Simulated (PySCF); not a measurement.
**C4H10OSi (SMILES CO[C@H]1CC[SiH2]1): density, localisation and related maps**

The calculation's input:

```
{"job": {"kind": "nmr", "xc": "PBE0", "basis": "pcSseg-1"}, "charge": 0, "multiplicity": 1}
C      2.474677     0.173885     0.167298
O      1.388609    -0.621607     0.514499
C      0.249273    -0.358364    -0.236317
C     -0.986909    -1.147259     0.229750
C     -2.112107    -0.167170    -0.180229
Si    -0.832815     1.228390    -0.042898
H      2.790207     0.017107    -0.883926
H      3.314579    -0.085977     0.826706
H      2.248104     1.253701     0.291635
H      0.430944    -0.544202    -1.318438
H     -1.067766    -2.171945    -0.169953
H     -0.930042    -1.225912     1.328256
H     -3.014854    -0.177432     0.444939
H     -2.416952    -0.315741    -1.228783
H     -0.747737     1.819643     1.328198
H     -0.809039     2.326449    -1.060924
```

Launched as:

```sh
OMP_NUM_THREADS=1 python probes_run.py task.json out
```

Geometry: PBE0-D3(BJ)/def2-SVP.

The calculation used PBE0/pcSseg-1, SCF density, gas phase, non-relativistic (PySCF).

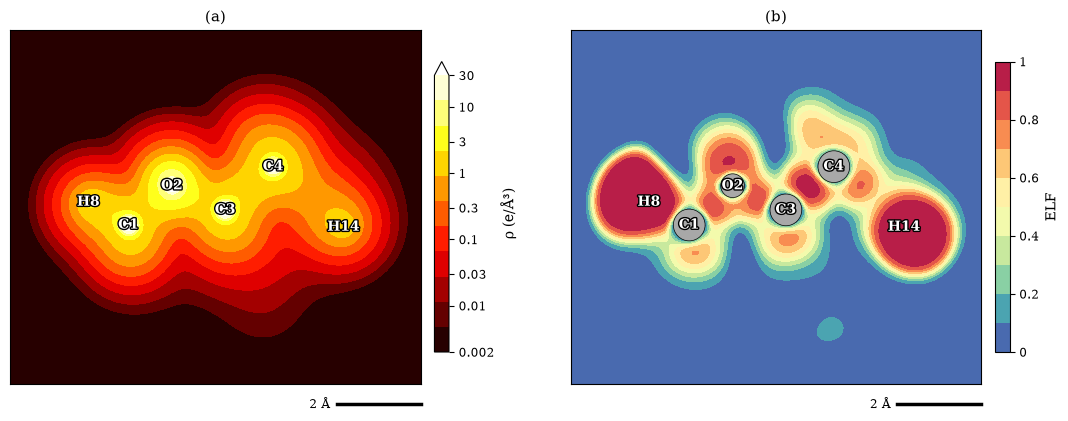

Figure 1. (a) electron density; (b) electron localisation function on the plane of atoms C1, O2 and C3. Grey discs cover the atomic cores in the ELF map.

Read the bonding off the picture.

The section cuts through C, O and H sites. C–O (1.39 Å): ρ at the midpoint is about 2.2 e/Å³, with its minimum of 1.9 e/Å³ about 0.5 Å from C; the ELF peaks at about 0.90 between the atoms, as expected for a polar covalent bond. C–C (1.54 Å): ρ is about 1.6 e/Å³ halfway; the ELF peaks at about 0.95 between the atoms: a shared electron pair. C–H (1.10 Å): ρ is about 2 e/Å³ halfway; the ELF climbs to about 1 towards the hydrogen, as it does in any bond to H; a covalent bond by its length. The ELF also peaks beside O2, away from the bonds: lone-pair regions.

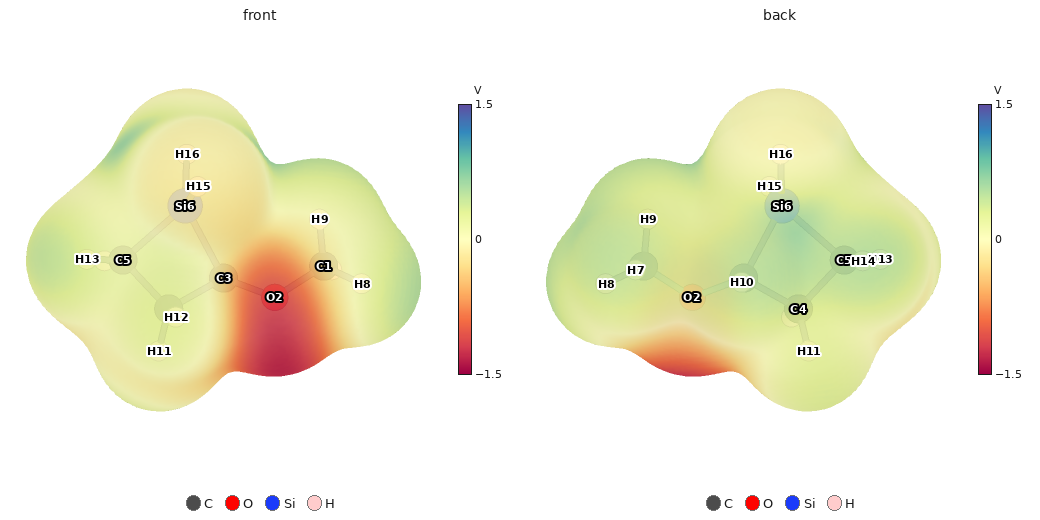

Figure 2. The molecular electrostatic potential painted on the density surface at 0.001 e/bohr³, seen from the front and from behind; the colour scale runs from red (negative) to blue (positive).

Where is the surface potential most negative and most positive?

The most negative region (about −1.3 V) lies over O2, the most positive (about +0.6 V) over Si6. O2 is the likeliest acceptor of a hydrogen bond.
